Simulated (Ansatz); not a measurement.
# UPBE0/6-311+G(d,p) run of CH3F2Si (SMILES C[Si](F)F)

What is the electronic atomisation energy of CH3F2Si at UPBE0/6-311+G**? 

The calculation is run with Ansatz 0.2.0.

34 further runs of the same task are left out: 34 set aside as unsound or not needed.

## (1) The system as given

CH3F2Si: 7 atoms, total charge 0, spin state doublet. SMILES: `C[Si](F)F`. The coordinates come from a PBE0-D4/def2-TZVP relaxation.

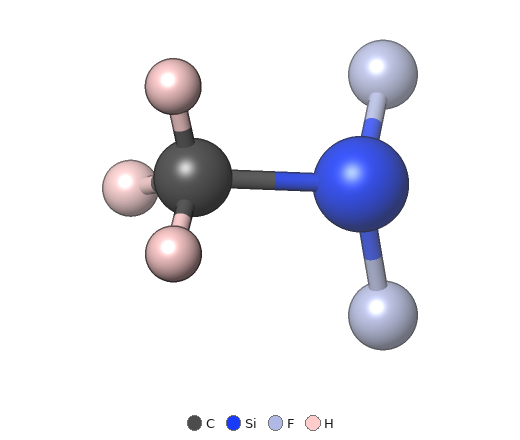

The structure, seen from a chosen angle (carbon dark grey, silicon blue, fluorine light blue, hydrogen pink).

## (2) A single-point energy at UPBE0/6-311+G(d,p)

The input, input.yaml:

```yaml
basis:
  gaussian:
    orbitals: 6-311+G_st__st_-spherical.json
crystal:
  periodic: [false, false, false]
  atoms:
    - {symbol: C, position_ang: [-0.274200, 0.729000, -0.218000]}
    - {symbol: Si, position_ang: [0.785100, -0.790400, -0.045500]}
    - {symbol: F, position_ang: [1.077400, -1.037600, 1.505800]}
    - {symbol: F, position_ang: [-0.050900, -2.056800, -0.546000]}
    - {symbol: H, position_ang: [-0.539200, 0.893800, -1.263500]}
    - {symbol: H, position_ang: [0.252700, 1.607700, 0.157300]}
    - {symbol: H, position_ang: [-1.189800, 0.586300, 0.364200]}
output: {orbitals: {seedname: orbitals}}
magnetization:
  spin_polarized: true
  initial_magnetization: 1
hamiltonian:
  xc: {name: PBE0}
accuracy: high
```

The basis set 6-311+G** is read from a file made from the Basis Set Exchange's data (not shown).

The run is started by

```
$ ansatz run input.yaml --threads 1 --pin off --max-ram 3480MiB --events-out events.jsonl --progress --plain --runs-dir runs
```

Log:

```text
Warning: RAYON_NUM_THREADS=1 ignored (pool sized by the plan → 1); use --threads N
Functional definition: PBE0
  name "PBE0"
  parameter a = 0.25
  parameter kappa = 0.804
  parameter beta = 0.06672455060314922
  exchange = (1 - a)*pbe_x(kappa = kappa, mu = beta*pi^2/3) + a*exact_x
  correlation = pbe_c(beta = beta)
2125 factors; integrals over basis functions are off by at most 5.8e-9 eV
mean field evaluation 1: about -14383.9452 eV, gradient 4.6e1 eV
mean field evaluation 2: about -14379.3645 eV, gradient 5.8e1 eV
mean field evaluation 4: about -14391.6565 eV, gradient 2.7e0 eV
mean field evaluation 8: about -14391.8176 eV, gradient 1.2e-1 eV
mean field evaluation 16: about -14391.8177 eV, gradient 1.2e-4 eV
mean field -14391.81766217 eV, -528.8895439604 hartree, gradient 5.7e-8 eV, S^2 0.751495; 0 other end points of the search recorded, 0 dependent functions left out
reference -14391.81766726 eV, -528.8895441474 hartree; 21, 20 occupied and 93, 94 virtual orbitals, 2125 factors
Total energy: -14391.81766726 eV, -528.8895441474 hartree
```

Run time: 13 s. Hardware: 1 thread of Arm Neoverse V2, shared host; peak memory 0.5 GiB.

## (3) The C atom

The input, molecule.yaml:

```yaml
crystal:
  periodic: [false, false, false]
  atoms:
    - {symbol: C, position_ang: [0.000000, 0.000000, 0.000000]}
basis:
  gaussian: {orbitals: 6-311+G_st__st_.json}
magnetization: {spin_polarized: true, initial_magnetization: 2}
hamiltonian: {xc: pbe0}
accuracy: high
```

The basis set 6-311+G** is read from a file made from the Basis Set Exchange's data (not shown).

Run the same way, it converges to -37.80297 Eh (log not shown).

## (4) The F atom, same level

The input, job.yaml:

```yaml
crystal:
  periodic: [false, false, false]
  atoms:
    - {symbol: F, position_ang: [0.000000, 0.000000, 0.000000]}
basis:
  gaussian: {orbitals: 6-311+G_st__st_.json}
magnetization: {spin_polarized: true, initial_magnetization: 1}
accuracy: high
hamiltonian: {xc: {name: PBE0}}
total_charge: 0
```

The basis set 6-311+G** is read from a file made from the Basis Set Exchange's data (not shown).

Run the same way, it converges to -99.66603 Eh (log not shown).

## (5) The H atom

The input, run.yaml:

```yaml
crystal:
  periodic: [false, false, false]
  atoms:
    - {symbol: H, position_ang: [0.000000, 0.000000, 0.000000]}
basis:
  gaussian:
    orbitals: 6-311+G_st__st_.json
magnetization:
  spin_polarized: true
  initial_magnetization: 1
hamiltonian:
  xc: {name: PBE0}
accuracy: high
```

The basis set 6-311+G** is read from a file made from the Basis Set Exchange's data (not shown).

Run the same way, it converges to -0.50104 Eh (log not shown).

## (6) The Si atom at the same level

The input, molecule.yaml:

```yaml
basis:
  gaussian: {orbitals: 6-311+G_st__st_-spherical.json}
crystal:
  periodic: [false, false, false]
  atoms:
    - symbol: Si
      position_ang: [0.000000, 0.000000, 0.000000]
hamiltonian: {xc: pbe0}
magnetization: {spin_polarized: true, initial_magnetization: 2}
accuracy: high
```

The basis set 6-311+G** is read from a file made from the Basis Set Exchange's data (not shown).

The run is started by

```
$ ansatz run molecule.yaml --threads 1 --pin off --max-ram 3480MiB --events-out events.jsonl --progress --plain --runs-dir runs
```

Log:

```text
Warning: RAYON_NUM_THREADS=1 ignored (pool sized by the plan → 1); use --threads N
[... 7 set-up lines as earlier in the session ...]
230 factors; integrals over basis functions are off by at most 3.5e-9 eV
mean field evaluation 1: about -7870.8363 eV, gradient 3.0e0 eV
mean field evaluation 2: about -7870.9057 eV, gradient 1.4e0 eV
mean field evaluation 4: about -7870.9113 eV, gradient 3.1e-1 eV
mean field evaluation 8: about -7870.9116 eV, gradient 2.4e-4 eV
mean field evaluation 16: about -7870.9116 eV, gradient 3.7e-9 eV
mean field -7870.91162967 eV, -289.2506672948 hartree, gradient 1.3e-8 eV, S^2 2.002546; 0 other end points of the search recorded, 0 dependent functions left out
reference -7870.91163187 eV, -289.2506673756 hartree; 8, 6 occupied and 22, 24 virtual orbitals, 230 factors
Total energy: -7870.91163187 eV, -289.2506673756 hartree
```

It took 0.76 s on 1 thread of Arm Neoverse V2, shared host.

## (7) What came out

Level: UPBE0/6-311+G**.

```
                                    quantity          value
                      molecule: total energy  -528.88954 Eh
molecule: HOMO energy (highest over α and β)       -6.70 eV
 molecule: LUMO energy (lowest over α and β)       -2.67 eV
                              molecule: ⟨S²⟩          0.751
                        C atom: total energy   -37.80297 Eh
                                C atom: ⟨S²⟩          2.003
                        F atom: total energy   -99.66603 Eh
                                F atom: ⟨S²⟩          0.751
                        H atom: total energy    -0.50104 Eh
                                H atom: ⟨S²⟩          0.750
                       Si atom: total energy  -289.25067 Eh
                               Si atom: ⟨S²⟩          2.003
               electronic atomisation energy      27.231 eV
```

What this shows: Taking the molecule apart into free atoms costs 27.23 eV (628 kcal/mol), before zero-point energy and without spin-orbit coupling.
